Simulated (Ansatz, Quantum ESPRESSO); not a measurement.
# RbCaBr3 (Pm-3m): modes at Γ and the response to a field, part 2 of 3

Wanted: the vibrations of RbCaBr3 (Pm-3m) at Γ, by two programs.

Quantum ESPRESSO 7.5; DFT LDA, scalar-relativistic, plane waves, PseudoDojo norm-conserving pseudopotentials.

So far. Step 2 (A probe with smearing): A gap of 3.7 eV opens on this mesh, so the crystal is taken as an insulator; the start stands at -2.5 GPa. Step 4 (Self-consistent run for the response): The cell stands at -0.028 GPa, close enough for phonons. The relaxed cell has a = 5.503 Å (conventional setting).

## 5. Linear response at Γ

At q = 0 one unit cell holds all displacements; symmetry groups them into irreducible representations that are solved one by one. The response to a field gives ε∞ and the Born charges, which polar modes need.

The input, ph.in:

```
phonons
&inputph
   prefix = 'x'
   outdir = './tmp'
   fildyn = 'g.dyn'
   tr2_ph = 1.0d-18
   epsil = .true.
/
0.000000000 0.000000000 0.000000000
```

The run is started by

```sh
> OMP_NUM_THREADS=1 mpirun -n 4 ph.x -nk 4 -in ph.in > ph.out
```

Output:

```text
[banners, grids, parts of the stress and lines that vanish by symmetry left out]
[banner, memory and clock lines left out]
Program PHONON v.7.5

     ./tmp/x.save/

     IMPORTANT: XC functional enforced from input :
     Exchange-correlation= PW
                           (   1   4   0   0   0   0   0)
     Any further DFT definition will be discarded
     Please, verify this is what you really want

     G-vector sticks info

     Reading collected, re-writing distributed wavefunctions in ./tmp/

     Number and degeneracy of irreps per q-point
       N         xq(1)         xq(2)         xq(3)   N irreps
       1   0.000000000   0.000000000   0.000000000       5
        3   3   3   3   3

     Calculation of q =    0.0000000   0.0000000   0.0000000

     phonons

     bravais-lattice index     =            0
     lattice parameter (alat)  =      10.3986  a.u.
     unit-cell volume          =    1124.4202 (a.u.)^3
     number of atoms/cell      =            5
     number of atomic types    =            3
     kinetic-energy cut-off    =      60.0000  Ry
     charge density cut-off    =     240.0000  Ry
     convergence threshold     =      1.0E-18
     beta                      =       0.7000
     number of iterations used =            4
     Exchange-correlation= PW
                           (   1   4   0   0   0   0   0)

     celldm(1)=   10.39863  celldm(2)=    0.00000  celldm(3)=    0.00000
     celldm(4)=    0.00000  celldm(5)=    0.00000  celldm(6)=    0.00000

     crystal axes: (cart. coord. in units of alat)
               a(1) = (  1.0000  0.0000  0.0000 )
               a(2) = (  0.0000  1.0000  0.0000 )
               a(3) = (  0.0000  0.0000  1.0000 )

     reciprocal axes: (cart. coord. in units 2 pi/alat)
               b(1) = (  1.0000  0.0000  0.0000 )
               b(2) = (  0.0000  1.0000  0.0000 )
               b(3) = (  0.0000  0.0000  1.0000 )

     Atoms inside the unit cell:

     Cartesian axes

     site n.  atom      mass           positions (alat units)
        1  Rb     85.4678   tau(    1) = (    0.50000    0.50000    0.50000  )
        2  Ca     40.0780   tau(    2) = (    0.00000    0.00000    0.00000  )
        3  Br     79.9040   tau(    3) = (    0.50000    0.00000    0.00000  )
        4  Br     79.9040   tau(    4) = (    0.00000    0.50000    0.00000  )
        5  Br     79.9040   tau(    5) = (    0.00000    0.00000    0.50000  )

     Computing dynamical matrix for
                    q = (   0.0000000   0.0000000   0.0000000 )

     49 Sym.Ops. (with q -> -q+G )

     G cutoff =  657.3610  (  70655 G-vectors)     FFT grid: ( 54, 54, 54)
     number of k points=    10
                       cart. coord. in units 2pi/alat
        k(    1) = (   0.0000000   0.0000000   0.0000000), wk =   0.0312500
        k(    2) = (   0.0000000   0.0000000   0.2500000), wk =   0.1875000
        k(    3) = (   0.0000000   0.0000000  -0.5000000), wk =   0.0937500
        [... further k-points left out ...]

     PseudoPot. # 1 for Rb read from file:
     ./pseudo/Rb.upf
     Pseudo is Norm-conserving + core correction, Zval =  9.0
     Using radial grid of 2226 points,  6 beta functions with:
                l(1) =   0
                l(2) =   0
                l(3) =   1
                l(4) =   1
                l(5) =   2
                l(6) =   2

     PseudoPot. # 2 for Ca read from file:
     ./pseudo/Ca.upf
     Pseudo is Norm-conserving + core correction, Zval = 10.0
     Using radial grid of 1724 points,  6 beta functions with:
                l(1) =   0
                l(2) =   0
                l(3) =   1
                l(4) =   1
                l(5) =   2
                l(6) =   2

     PseudoPot. # 3 for Br read from file:
     ./pseudo/Br.upf
     Pseudo is Norm-conserving + core correction, Zval =  7.0
     Using radial grid of 1084 points,  6 beta functions with:
                l(1) =   0
                l(2) =   0
                l(3) =   1
                l(4) =   1
                l(5) =   2
                l(6) =   2

     Mode symmetry, O_h (m-3m)  point group:

     Electric field:
     Dielectric constant
     Born effective charges as d Force / d E

     Atomic displacements:
     There are    5 irreducible representations

     Representation     1      3 modes -  To be done

     Representation     2      3 modes -  To be done

     Representation     3      3 modes -  To be done

     Representation     4      3 modes -  To be done

     Representation     5      3 modes -  To be done

     Alpha used in Ewald sum =   2.2000

     Electric Fields Calculation

      thresh= 1.000E-02 alpha_mix =  0.700 |ddv_scf|^2 =  8.122E-08

      thresh= 2.850E-05 alpha_mix =  0.700 |ddv_scf|^2 =  1.359E-08

      thresh= 1.166E-05 alpha_mix =  0.700 |ddv_scf|^2 =  8.785E-10

      thresh= 2.964E-06 alpha_mix =  0.700 |ddv_scf|^2 =  1.679E-11

      thresh= 4.098E-07 alpha_mix =  0.700 |ddv_scf|^2 =  1.349E-12

      thresh= 1.161E-07 alpha_mix =  0.700 |ddv_scf|^2 =  6.212E-14

      thresh= 2.492E-08 alpha_mix =  0.700 |ddv_scf|^2 =  2.082E-15

      thresh= 4.563E-09 alpha_mix =  0.700 |ddv_scf|^2 =  1.977E-17

      thresh= 4.446E-10 alpha_mix =  0.700 |ddv_scf|^2 =  2.734E-18

      thresh= 1.653E-10 alpha_mix =  0.700 |ddv_scf|^2 =  5.919E-20

     End of electric fields calculation

          Dielectric constant in cartesian axis

          (       3.185225420       0.000000000       0.000000000 )
          (       0.000000000       3.185225420       0.000000000 )
          (       0.000000000       0.000000000       3.185225420 )

          Effective charges (d Force / dE) in cartesian axis without acoustic sum rule applied (asr)

           atom    1  Rb    Mean Z*:        1.32145
      Ex  (        1.32145        0.00000        0.00000 )
      Ey  (        0.00000        1.32145        0.00000 )
      Ez  (        0.00000        0.00000        1.32145 )
           atom    2  Ca    Mean Z*:        2.46023
      Ex  (        2.46023        0.00000        0.00000 )
      Ey  (        0.00000        2.46023        0.00000 )
      Ez  (        0.00000        0.00000        2.46023 )
           atom    3  Br    Mean Z*:       -1.26717
      Ex  (       -2.06306        0.00000        0.00000 )
      Ey  (        0.00000       -0.86923        0.00000 )
      Ez  (        0.00000        0.00000       -0.86923 )
           atom    4  Br    Mean Z*:       -1.26717
      Ex  (       -0.86923        0.00000        0.00000 )
      Ey  (        0.00000       -2.06306        0.00000 )
      Ez  (        0.00000        0.00000       -0.86923 )
           atom    5  Br    Mean Z*:       -1.26717
      Ex  (       -0.86923        0.00000        0.00000 )
      Ey  (        0.00000       -0.86923        0.00000 )
      Ez  (        0.00000        0.00000       -2.06306 )

          Effective charges Sum: Mean:       -0.01983
             -0.01983        0.00000        0.00000
              0.00000       -0.01983        0.00000
              0.00000        0.00000       -0.01983

          Effective charges (d Force / dE) in cartesian axis with asr applied:
           atom    1  Rb    Mean Z*:        1.32542
      E*x (        1.32542        0.00000        0.00000 )
      E*y (        0.00000        1.32542        0.00000 )
      E*z (        0.00000        0.00000        1.32542 )
           atom    2  Ca    Mean Z*:        2.46420
      E*x (        2.46420        0.00000        0.00000 )
      E*y (        0.00000        2.46420        0.00000 )
      E*z (        0.00000        0.00000        2.46420 )
           atom    3  Br    Mean Z*:       -1.26321
      E*x (       -2.05910        0.00000        0.00000 )
      E*y (        0.00000       -0.86526        0.00000 )
      E*z (        0.00000        0.00000       -0.86526 )
           atom    4  Br    Mean Z*:       -1.26321
      E*x (       -0.86526        0.00000        0.00000 )
      E*y (        0.00000       -2.05910        0.00000 )
      E*z (        0.00000        0.00000       -0.86526 )
           atom    5  Br    Mean Z*:       -1.26321
      E*x (       -0.86526        0.00000        0.00000 )
      E*y (        0.00000       -0.86526        0.00000 )
      E*z (        0.00000        0.00000       -2.05910 )

     Representation #   1 modes #   1   2   3

     Self-consistent Calculation

      thresh= 1.000E-02 alpha_mix =  0.700 |ddv_scf|^2 =  1.196E-07

      thresh= 3.459E-05 alpha_mix =  0.700 |ddv_scf|^2 =  6.763E-08

      thresh= 2.601E-05 alpha_mix =  0.700 |ddv_scf|^2 =  3.679E-10

      thresh= 1.918E-06 alpha_mix =  0.700 |ddv_scf|^2 =  9.290E-12

[...]
End of self-consistent calculation

     Convergence has been achieved

     Representation #   2 modes #   4   5   6

     Self-consistent Calculation

[...]
End of self-consistent calculation

     Convergence has been achieved

     Representation #   3 modes #   7   8   9

     Self-consistent Calculation

[...]
End of self-consistent calculation

     Convergence has been achieved

     Representation #   4 modes #  10  11  12

     Self-consistent Calculation

[...]
End of self-consistent calculation

     Convergence has been achieved

     Representation #   5 modes #  13  14  15

     Self-consistent Calculation

      thresh= 1.000E-02 alpha_mix =  0.700 |ddv_scf|^2 =  3.343E-08

      thresh= 1.828E-05 alpha_mix =  0.700 |ddv_scf|^2 =  3.217E-09

      thresh= 5.672E-06 alpha_mix =  0.700 |ddv_scf|^2 =  2.908E-11

      thresh= 5.393E-07 alpha_mix =  0.700 |ddv_scf|^2 =  1.591E-13

      thresh= 3.988E-08 alpha_mix =  0.700 |ddv_scf|^2 =  2.077E-16

      thresh= 1.441E-09 alpha_mix =  0.700 |ddv_scf|^2 =  6.274E-18

      thresh= 2.505E-10 alpha_mix =  0.700 |ddv_scf|^2 =  2.939E-20

     End of self-consistent calculation

     Convergence has been achieved

     Number of q in the star =    1
     List of q in the star:
          1   0.000000000   0.000000000   0.000000000

          Dielectric constant in cartesian axis

          (       3.185225420       0.000000000       0.000000000 )
          (       0.000000000       3.185225420       0.000000000 )
          (       0.000000000       0.000000000       3.185225420 )

          Effective charges (d Force / dE) in cartesian axis without acoustic sum rule applied (asr)

           atom    1  Rb    Mean Z*:        1.32145
      Ex  (        1.32145        0.00000        0.00000 )
      Ey  (        0.00000        1.32145        0.00000 )
      Ez  (        0.00000        0.00000        1.32145 )
           atom    2  Ca    Mean Z*:        2.46023
      Ex  (        2.46023        0.00000        0.00000 )
      Ey  (        0.00000        2.46023        0.00000 )
      Ez  (        0.00000        0.00000        2.46023 )
           atom    3  Br    Mean Z*:       -1.26717
      Ex  (       -2.06306        0.00000        0.00000 )
      Ey  (        0.00000       -0.86923        0.00000 )
      Ez  (        0.00000        0.00000       -0.86923 )
           atom    4  Br    Mean Z*:       -1.26717
      Ex  (       -0.86923        0.00000        0.00000 )
      Ey  (        0.00000       -2.06306        0.00000 )
      Ez  (        0.00000        0.00000       -0.86923 )
           atom    5  Br    Mean Z*:       -1.26717
      Ex  (       -0.86923        0.00000        0.00000 )
      Ey  (        0.00000       -0.86923        0.00000 )
      Ez  (        0.00000        0.00000       -2.06306 )

          Effective charges Sum: Mean:       -0.01983
             -0.01983        0.00000        0.00000
              0.00000       -0.01983        0.00000
              0.00000        0.00000       -0.01983

          Effective charges (d Force / dE) in cartesian axis with asr applied:
           atom    1  Rb    Mean Z*:        1.32542
      E*x (        1.32542        0.00000        0.00000 )
      E*y (        0.00000        1.32542        0.00000 )
      E*z (        0.00000        0.00000        1.32542 )
           atom    2  Ca    Mean Z*:        2.46420
      E*x (        2.46420        0.00000        0.00000 )
      E*y (        0.00000        2.46420        0.00000 )
      E*z (        0.00000        0.00000        2.46420 )
           atom    3  Br    Mean Z*:       -1.26321
      E*x (       -2.05910        0.00000        0.00000 )
      E*y (        0.00000       -0.86526        0.00000 )
      E*z (        0.00000        0.00000       -0.86526 )
           atom    4  Br    Mean Z*:       -1.26321
      E*x (       -0.86526        0.00000        0.00000 )
      E*y (        0.00000       -2.05910        0.00000 )
      E*z (        0.00000        0.00000       -0.86526 )
           atom    5  Br    Mean Z*:       -1.26321
      E*x (       -0.86526        0.00000        0.00000 )
      E*y (        0.00000       -0.86526        0.00000 )
      E*z (        0.00000        0.00000       -2.05910 )

     Diagonalizing the dynamical matrix

     q = (    0.000000000   0.000000000   0.000000000 )

 **************************************************************************
     freq (    1) =      -0.542140 [THz] =     -18.083860 [cm-1]
     freq (    2) =      -0.542140 [THz] =     -18.083860 [cm-1]
     freq (    3) =      -0.542140 [THz] =     -18.083860 [cm-1]
     freq (    4) =       0.067508 [THz] =       2.251814 [cm-1]
     freq (    5) =       0.067508 [THz] =       2.251814 [cm-1]
     freq (    6) =       0.067508 [THz] =       2.251814 [cm-1]
     freq (    7) =       0.666488 [THz] =      22.231658 [cm-1]
     freq (    8) =       0.666488 [THz] =      22.231658 [cm-1]
     freq (    9) =       0.666488 [THz] =      22.231658 [cm-1]
     freq (   10) =       1.981744 [THz] =      66.103850 [cm-1]
     freq (   11) =       1.981744 [THz] =      66.103850 [cm-1]
     freq (   12) =       1.981744 [THz] =      66.103850 [cm-1]
     freq (   13) =       7.171316 [THz] =     239.209358 [cm-1]
     freq (   14) =       7.171316 [THz] =     239.209358 [cm-1]
     freq (   15) =       7.171316 [THz] =     239.209358 [cm-1]
 **************************************************************************

     Mode symmetry, O_h (m-3m)  point group:

     freq (   1-   3) =        -18.1  [cm-1]   --> T_1u G_15  G_4- I
     freq (   4-   6) =          2.3  [cm-1]   --> T_1u G_15  G_4- I
     freq (   7-   9) =         22.2  [cm-1]   --> T_2u G_25  G_5-
     freq (  10-  12) =         66.1  [cm-1]   --> T_1u G_15  G_4- I
     freq (  13-  15) =        239.2  [cm-1]   --> T_1u G_15  G_4- I
```

The job ended after 13 min (4 MPI ranks of Arm Neoverse V1, shared host; 54 min of CPU time).

Read from the output:

```yaml
miss_of_the_charge_sum_rule: 0.01984 e
largest_acoustic_frequency_at_the_zone_centre_before_the_sum_rule: 2.25 cm⁻¹
highest_optical_zone_centre_mode_no_lo_to_term: 239.2 cm⁻¹
lowest_optical_zone_centre_mode: -18.08 cm⁻¹
mean_high_frequency_dielectric_constant: 3.185
largest_born_charge_in_size_third_of_the_trace: 2.460 e
```

Born charge (rows field, columns displacement), before the sum rule (e), principal values of the symmetric part by kind of site:

```tsv
atom	atoms with these values	low	middle	high	mean
Rb1	1	1.32	1.32	1.32	1.32
Ca2	1	2.46	2.46	2.46	2.46
Br3	3	-2.06	-0.87	-0.87	-1.27
```

In full for Br3:

```
-2.06  0.00  0.00
 0.00 -0.87  0.00
 0.00  0.00 -0.87
```

High-frequency dielectric tensor:

```
3.19 0.00 0.00
0.00 3.19 0.00
0.00 0.00 3.19
```

The acoustic modes at Γ come out as far as 2.2 cm⁻¹ from zero, where they should vanish, a small numerical error; the Born charges miss their sum rule by 0.020 e, which is good. The lowest optical mode is imaginary, 18i cm⁻¹, an instability at this level and on this k mesh.

## 6. Zone-centre analysis

A rigid shift of the crystal must cost nothing, but grids and finite bases break this; the acoustic sum rule is imposed before the matrix is diagonalised again. With Born charges the intensities follow; a static dielectric tensor has no meaning with imaginary modes.

The input, dynmat.in:

```
&input
   fildyn = 'g.dyn'
   asr = 'simple'
   fileig = 'dynmat.eig'
   lperm = .true.
/
```

The run is started by

```sh
> dynmat.x -in dynmat.in > dynmat.out
```

Output:

```text
[banner, memory and clock lines left out]
Program DYNMAT v.7.5

     Reading Dynamical Matrix from file g.dyn
     ...Force constants read
     ...epsilon and Z* read
     A direction for q was not specified:TO-LO splitting will be absent

     Polarizability (A^3 units)
     multiply by 0.578567 for Clausius-Mossotti correction
        28.974663    0.000000    0.000000
         0.000000   28.974663    0.000000
         0.000000    0.000000   28.974663

     IR activities are in (D/A)^2/amu units

# mode   [cm-1]    [THz]      IR
    1    -18.16   -0.5445    0.9070
    2    -18.16   -0.5445    0.9070
    3    -18.16   -0.5445    0.9070
    4     -0.00   -0.0000    0.0000
    5     -0.00   -0.0000    0.0000
    6     -0.00   -0.0000    0.0000
    7     22.17    0.6646    0.0000
    8     22.17    0.6646    0.0000
    9     22.17    0.6646    0.0000
   10     66.04    1.9797    0.2814
   11     66.04    1.9797    0.2814
   12     66.04    1.9797    0.2814
   13    239.18    7.1703    4.4378
   14    239.18    7.1703    4.4378
   15    239.18    7.1703    4.4378

Electronic dielectric permittivity tensor (relative, adimensional)
         3.185225    0.000000    0.000000
         0.000000    3.185225    0.000000
         0.000000    0.000000    3.185225

 ... with zone-center polar mode contributions
         5.004340   -0.000000   -0.000000
        -0.000000    5.004340    0.000000
        -0.000000    0.000000    5.004340

[end of the log left out, with the tail of the file of modes that dynmat.x writes under the same name]
```

The job ended after 0.46 s (1 thread).

Numbers from this step:

```yaml
lowest_optical_zone_centre_mode: -18.16 cm⁻¹
```

Unit eigenvectors of the mass-weighted matrix after the sum rule; no LO-TO term. The modes at Γ (shares of kinetic energy by element, %) (negative means imaginary):

```tsv
mode	frequency (cm⁻¹)	Rb %	Ca %	Br %
1	-18.2	72	0	28
2	-18.2	72	0	28
3	-18.2	72	0	28
4	0.0	23	11	66
5	0.0	23	11	66
6	0.0	23	11	66
7	22.2	0	0	100
8	22.2	0	0	100
9	22.2	0	0	100
10	66.0	4	28	67
11	66.0	4	28	67
12	66.0	4	28	67
13	239.2	0	60	40
14	239.2	0	60	40
15	239.2	0	60	40
```

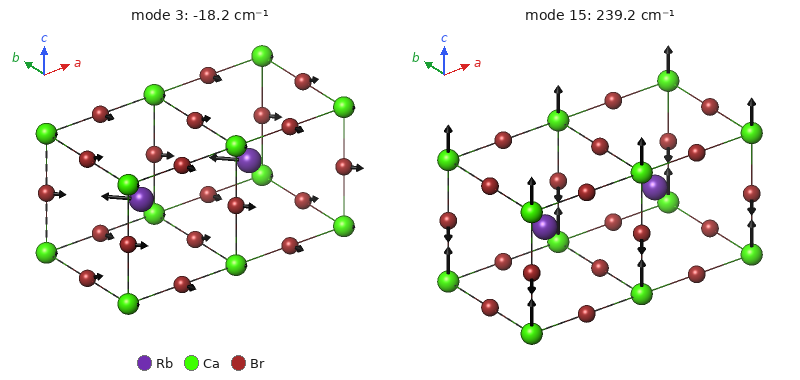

Displacement patterns of modes 3 and 15 at Γ; arrows are exaggerated. 2×1×1 cells are drawn. Some periodic images of atoms are drawn too.

Degenerate modes summed, no LO-TO term; imaginary modes left out. Infrared lines, with heights relative to the strongest:

```tsv
position (cm⁻¹)	lines merged	label	IR intensity, relative
22	3	T2u	0.0
66	3	T1u	6.3
239	3	T1u	100
```

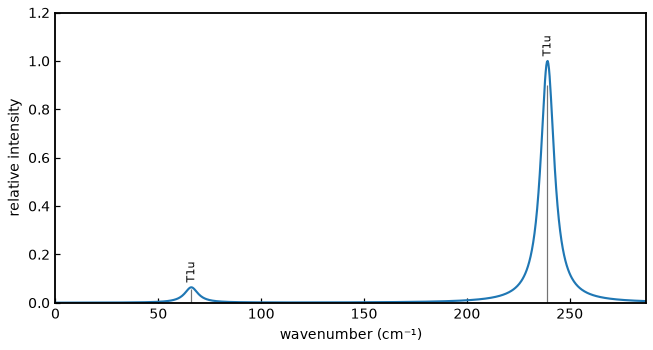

The infrared spectrum, broadened with Lorentzians of width 8 cm⁻¹; bars mark the lines.

The rule moves no optical mode by more than 0.1 cm⁻¹.

## 7. Sum rules set otherwise (asr no)

Without the rule the raw error of the acoustic modes shows.

The input, dynmat.in:

```
&input
   fildyn = 'g.dyn'
   asr = 'no'
   fileig = 'dynmat.eig'
   lperm = .true.
/
```

The run is started by

```sh
> dynmat.x -in dynmat.in > dynmat.out
```

Output:

```text
[banner, memory and clock lines left out]
Program DYNMAT v.7.5

     Reading Dynamical Matrix from file g.dyn
     ...Force constants read
     ...epsilon and Z* read
     A direction for q was not specified:TO-LO splitting will be absent

     Polarizability (A^3 units)
     multiply by 0.578567 for Clausius-Mossotti correction
        28.974663    0.000000    0.000000
         0.000000   28.974663    0.000000
         0.000000    0.000000   28.974663

     IR activities are in (D/A)^2/amu units

# mode   [cm-1]    [THz]      IR
    1    -18.08   -0.5421    0.9076
    2    -18.08   -0.5421    0.9076
    3    -18.08   -0.5421    0.9076
    4      2.25    0.0675    0.0000
    5      2.25    0.0675    0.0000
    6      2.25    0.0675    0.0000
    7     22.23    0.6665    0.0000
    8     22.23    0.6665    0.0000
    9     22.23    0.6665    0.0000
   10     66.10    1.9817    0.2800
   11     66.10    1.9817    0.2800
   12     66.10    1.9817    0.2800
   13    239.21    7.1713    4.4332
   14    239.21    7.1713    4.4332
   15    239.21    7.1713    4.4332

Electronic dielectric permittivity tensor (relative, adimensional)
         3.185225    0.000000    0.000000
         0.000000    3.185225    0.000000
         0.000000    0.000000    3.185225

 ... with zone-center polar mode contributions
         4.997229    0.000000   -0.000000
         0.000000    4.997229   -0.000000
        -0.000000   -0.000000    4.997229

[end of the log left out, with the tail of the file of modes that dynmat.x writes under the same name]
```

Wall time 0.46 s (1 thread).

Numbers from this step:

| Property | Result |
| --- | --- |
| lowest optical zone-centre mode | -18.08 cm⁻¹ |

Zone-centre frequencies as printed; negative means imaginary. Modes:

```tsv
mode	frequency (cm⁻¹)
1	-18.08
2	-18.08
3	-18.08
4	2.25
5	2.25
6	2.25
7	22.23
8	22.23
9	22.23
10	66.1
11	66.1
12	66.1
13	239.2
14	239.2
15	239.2
```

Against the first rule no mode moves by more than 2.3 cm⁻¹.

[end of part 2 of 3]

[Host names and launcher messages were left out of these logs when they were recorded.]

[Logs are printed without paths, hosts, clocks, repeated set-up lines and the standing remarks that a program may print on its own settings, such as how far it seeks lower states.]

[Hosts, paths, dates, database ids (printed as entryN), source tags and the programs' standing remarks are cut or masked in the printed files.]
